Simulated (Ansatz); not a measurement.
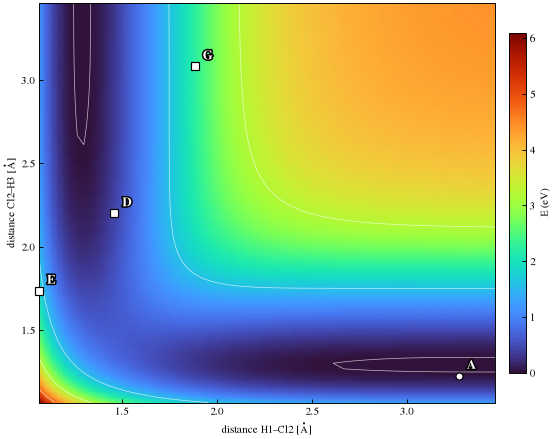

The system H + ClH, spin multiplicity 2. First axis: distance H1–Cl2. Second axis: distance Cl2–H3. Nothing is relaxed (the angle H1–Cl2–H3 is fixed at 160 degrees). The scan uses a 17 × 17 grid; 153 points were computed and 136 follow by symmetry. Points are written as (first, second). All energies are given in eV relative to the lowest grid point. In part of the range the unrestricted reference is strongly spin-contaminated. Theory: UKS PBE0-D4/def2-SVPD in Ansatz 0.2.0.

Drawn: a smooth colour map with a few white contour lines, lettered points. Between grid points the surface is interpolated.

### Is D the lowest point of the computed grid?

No. D lies 0.41 eV above the lowest grid point, which is at (1.336 Å, 3.464 Å).

### What kind of point is each of D, G: minimum, saddle, maximum or slope?

D: on a slope; G: on a slope. (In these two coordinates alone; a stationary point may lie a little off the grid point.)

### Rank the lettered points by energy, lowest first.

A (0.040 eV), D (0.41 eV), E (1.92 eV), G (2.22 eV).
